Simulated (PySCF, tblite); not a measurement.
# C5H9NOSi: geometry, infrared bands and NMR shifts

Aim: predict the infrared bands and NMR shifts of C5H9NOSi (`CCO[SiH2]/C=C/C#N`).

Programs: tblite 0.8.0 and PySCF 2.14.0, with density-fitted response routines of our own. Each step states its level of theory. These are calculated values for one molecule in the gas phase, unless marked as measured. Atoms count from 0, in the outputs and in this text.

## Step 1: Starting geometry

17 atoms, charge 0, multiplicity 1; geometry from: force field or distance geometry start.

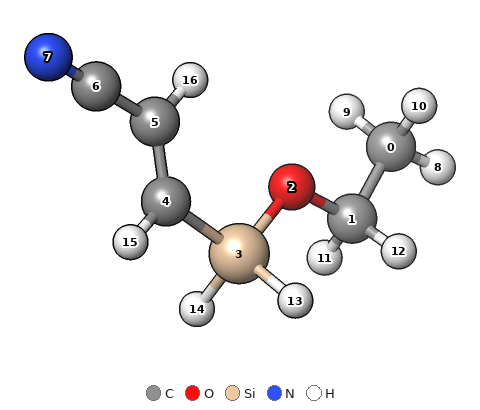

As it starts; carbon grey, oxygen red, silicon light orange, nitrogen blue, hydrogen white, atoms numbered; sticks join atoms by distance.

## Step 2: Geometry optimisation with GFN2-xTB

Job settings and geometry (Å):

```
{"job": {"kind": "relax", "xc": "GFN2-xTB", "basis": "xTB"}, "charge": 0, "multiplicity": 1}
C     -2.777400    -1.071800     0.131900
C     -2.007800    -0.008000    -0.635900
O     -0.633900    -0.086600    -0.208400
Si     0.446400     0.982400    -0.901400
C      2.132600     0.723100    -0.223400
C      2.474200    -0.189900     0.686900
C      3.816500    -0.321500     1.153400
N      4.911800    -0.429800     1.542200
H     -3.836300    -1.056100    -0.152600
H     -2.384900    -2.067700    -0.061900
H     -2.713300    -0.905200     1.211000
H     -2.089900    -0.208300    -1.701400
H     -2.426300     0.978400    -0.393300
H      0.009400     2.359000    -0.615800
H      0.451900     0.780300    -2.357200
H      2.871400     1.398700    -0.639600
H      1.748700    -0.865100     1.121900
```

Launch:

```bash
$ OMP_NUM_THREADS=1 python probes_run.py task.json out
```

The driver reads the jobs from task.json and runs them one after another.

**Question.** This job is followed by: GFN2-xTB harmonic vibrations, gas phase; GIAO PBE0/pcSseg-1 NMR shielding, non-relativistic, gas phase. What will the session give for the following? strongest single infrared mode (GFN2-xTB); zero-point energy (GFN2-xTB); ¹³C shifts against TMS (PBE0/pcSseg-1); ¹H shifts against TMS (PBE0/pcSseg-1, means over atoms taken as alike); ¹⁷O shifts against H2O (PBE0/pcSseg-1); ²⁹Si shifts against TMS (PBE0/pcSseg-1); ¹⁵N shifts against NH3 (PBE0/pcSseg-1).

**Answer**, as computed:

```
                                                              quantity                                value
                             strongest single infrared mode (GFN2-xTB)                2205 cm⁻¹, 411 km/mol
                                          zero-point energy (GFN2-xTB)                        79.0 kcal/mol
                                ¹³C shifts against TMS (PBE0/pcSseg-1)  159.0, 124.4, 122.7, 63.3, 20.4 ppm
¹H shifts against TMS (PBE0/pcSseg-1, means over atoms taken as alike)     6.98, 6.24, 5.18, 4.02, 1.40 ppm
                                ¹⁷O shifts against H2O (PBE0/pcSseg-1)                             21.0 ppm
                               ²⁹Si shifts against TMS (PBE0/pcSseg-1)                            -34.6 ppm
                                ¹⁵N shifts against NH3 (PBE0/pcSseg-1)                            321.9 ppm
```

**Reading.** The optimisation took 64 steps and gained 0.206 eV; among the close pairs (by a distance rule), O2–Si3 changed most, from 1.670 to 1.616 Å. No mode is imaginary among the 45: a minimum at this level. The strongest single mode, at 2205 cm⁻¹, moves mainly H14 and H13. Unscaled tight-binding wavenumbers are off by several per cent, some by more. Its intensities can rank the bands wrongly. At PBE0/pcSseg-1: Shielding is most anisotropic at N7 (span 416 ppm, paramagnetic term -393 ppm).
